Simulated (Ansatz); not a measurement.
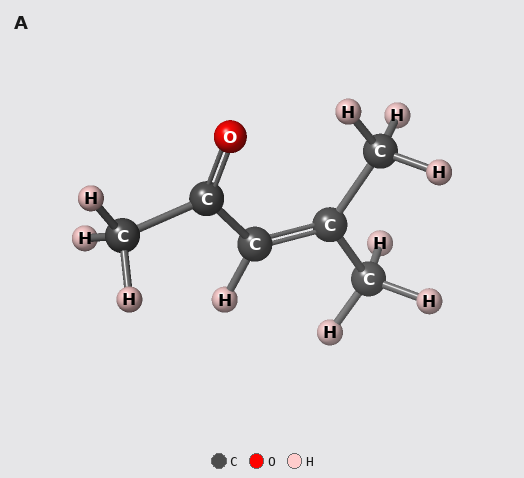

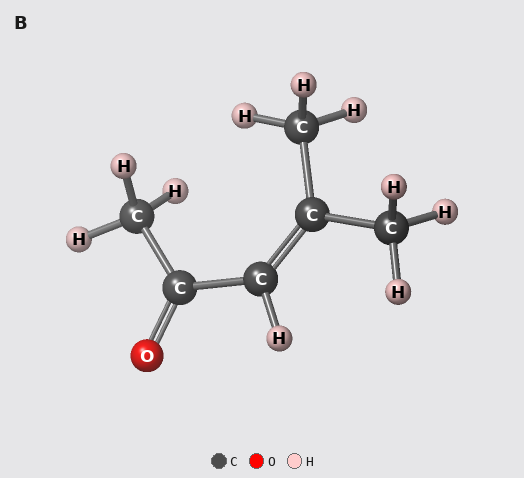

2 stationary structures of one formula. Geometries: PBE0-D4/def2-TZVP. Electronic energies: RHF-MP2 (frozen core)/def2-QZVPP (Ansatz 0.2.0), without zero-point energy. No frequency run is at hand to confirm each as a minimum.

Which is lowest in energy, and by how much?

Answer. A is lowest; B lies 9.4 kJ/mol above it.
